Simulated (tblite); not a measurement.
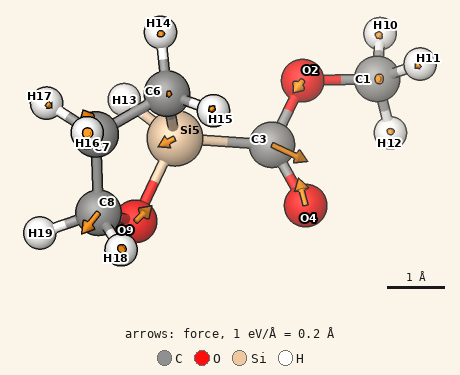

Starting geometry of C₅H₁₀O₃Si with the computed forces as orange arrows. Style: ball-and-stick. Shown from a free direction.

The calculation used GFN2-xTB geometry optimisation, gas phase in tblite 0.8.0. 

Question: What follows when this structure is relaxed?

Answer: It isn't relaxed: the largest force vector, on C3, is 3.75 eV/Å. The final displacements have little in common with the starting forces (cosine between the two patterns 0.16). The largest move after the best rigid fit is that of O4, 1.05 Å. Largest moves by element: O 1.05 Å, H 0.51 Å, C 0.37 Å, Si 0.34 Å. Among the contacts that change: C3–Si5 1.832 → 1.913 Å, Si5–O9 1.691 → 1.632 Å, C7–C8 1.472 → 1.529 Å, O2–C3 1.390 → 1.337 Å. Among the angles between lasting bonds that change: O4–C3–Si5 118.7° → 126.8°, C6–Si5–H13 108.8° → 116.2°, O2–C3–Si5 117.0° → 110.0°. Groups turn about C3–Si5 by about 45°, C1–O2 by about 35°. Over 95 geometry steps the energy falls by 16.4 kcal/mol.
